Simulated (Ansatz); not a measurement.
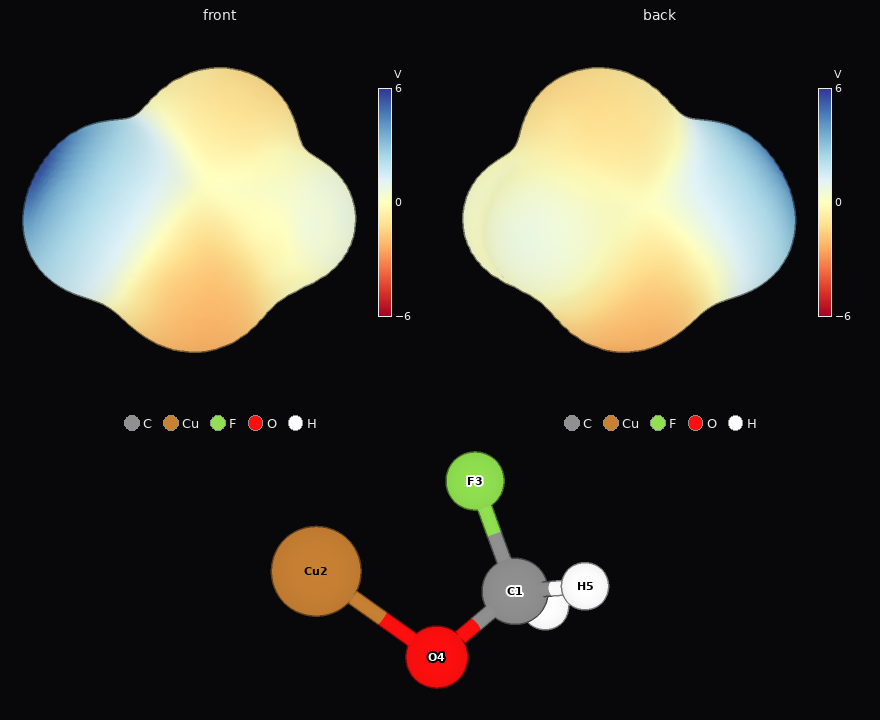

Figure 1: CH$_{2}$CuFO (SMILES FC[O][Cu]). The electrostatic potential painted on the density surface at 0.004 e/bohr³, seen from the front and from behind; red is negative and blue positive. The bare structure is drawn below in the same view.

Geometry: PBE0-D3(BJ)/def2-SVP.

Level of theory: Ansatz, isolated molecule in a Gaussian basis; Kohn-Sham density functional theory, functional PBE0.

```yaml
atoms:
  - { symbol: C, position_ang: [-0.9755, -1.7643, 1.3973] }
  - { symbol: Cu, position_ang: [-1.6288, -3.4807, -0.3794] }
  - { symbol: F, position_ang: [-2.3739, -1.7181, 1.0135] }
  - { symbol: O, position_ang: [-0.3554, -2.7125, 0.7174] }
  - { symbol: H, position_ang: [-1.0122, -1.9311, 2.4973] }
  - { symbol: H, position_ang: [-0.6137, -0.7323, 1.1893] }
```

Which sites attract a positive test charge, and which a negative one?

A positive charge is drawn to the negative regions and a negative charge to the positive ones. The most negative region (about −2.2 V) lies over O4, the most positive (about +5.4 V) over Cu2. O4 is the likeliest acceptor of a hydrogen bond.
